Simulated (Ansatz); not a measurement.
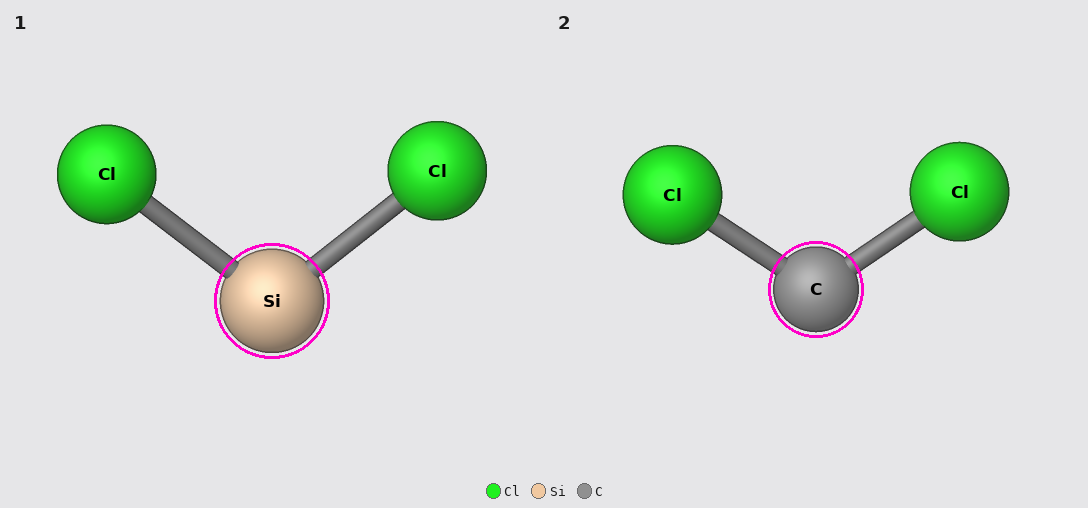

2 molecules with one skeleton, seen from the same side and at one scale; the atom that differs is circled. Each species is neutral and a spin singlet. Computed geometries: PBE0-D4/def2-TZVP optimisations, one conformation each. Properties computed with Ansatz 0.2.0.

One atom differs, called X below: Si in panel 1, C in panel 2. Their formulas are SiCl2 (`Cl[Si]Cl`), CCl2 (`Cl[C]Cl`).

> In which is the angle Cl–X–Cl larger (PBE0-D4/def2-TZVP)?

In panel 2 (X = C).

> In which is the HOMO energy (Kohn–Sham orbital) higher (B3LYP-D4/def2-TZVPP)?

In panel 2 (X = C).

Give the values. With PBE0-D4/def2-TZVP: mean length of X–Cl (Å), angle Cl–X–Cl (°), dipole moment (D), harmonic zero-point energy (kJ/mol). With B3LYP-D4/def2-TZVPP: HOMO energy (Kohn–Sham orbital) (eV), HOMO–LUMO gap (eV), vertical ionisation energy (eV).

```csv
quantity,1 (Si),2 (C),2 − 1
mean length of X–Cl (Å),2.077,1.708,−0.369
angle Cl–X–Cl (°),101.3,109.5,+8.2
dipole moment (D),0.87,1.22,+0.35
harmonic zero-point energy (kJ/mol),7.4,11.2,+3.8
HOMO energy (Kohn–Sham orbital) (eV),−7.55,−7.27,+0.28
HOMO–LUMO gap (eV),4.54,3.74,−0.80
vertical ionisation energy (eV),9.98,9.91,−0.07
```
